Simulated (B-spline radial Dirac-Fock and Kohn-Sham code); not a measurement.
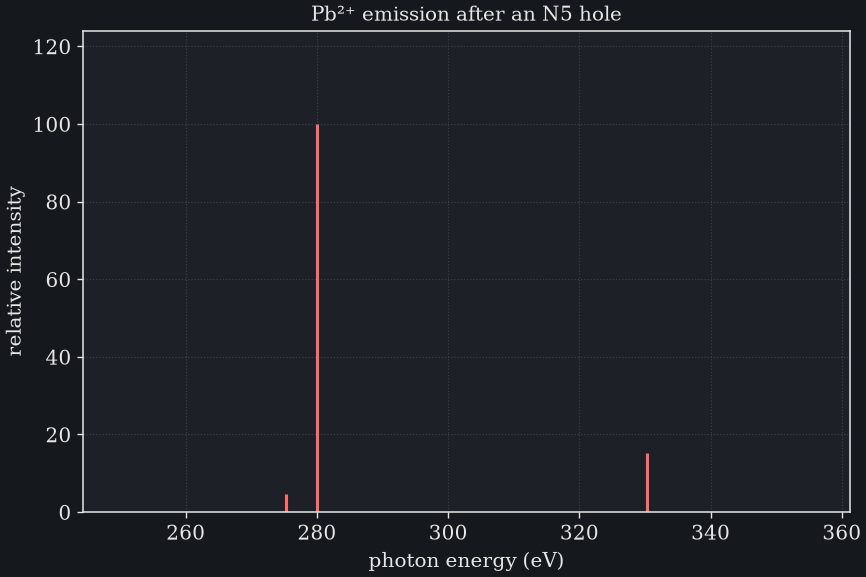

Figure. X-ray emission lines that fill an N5 (4d5/2) hole, as sticks. System: Pb²⁺ in the configuration [Xe] 4f14 5d10 6s2, inside a Watson sphere of charge −2 and radius 1.6 Å that stands in for a crystal. Level of theory: independent-particle rates on relativistic LDA orbitals of the hole state (multipoles to L = 3), energies from Dirac–Fock ΔSCF; calculated with a B-spline radial atomic code. Widths ruled by Coster–Kronig decay come out up to twice the measured ones in this model.

What can be read from it?

The strongest line is N5-N7 at 280.1 eV with 83.4 % of the photons, then N5-O3 at 330.4 eV (13 %), N5-N6 at 275.2 eV (3.9 %). The hole has a width of 6.85 eV and a fluorescence yield of 2.68 × 10⁻⁴.
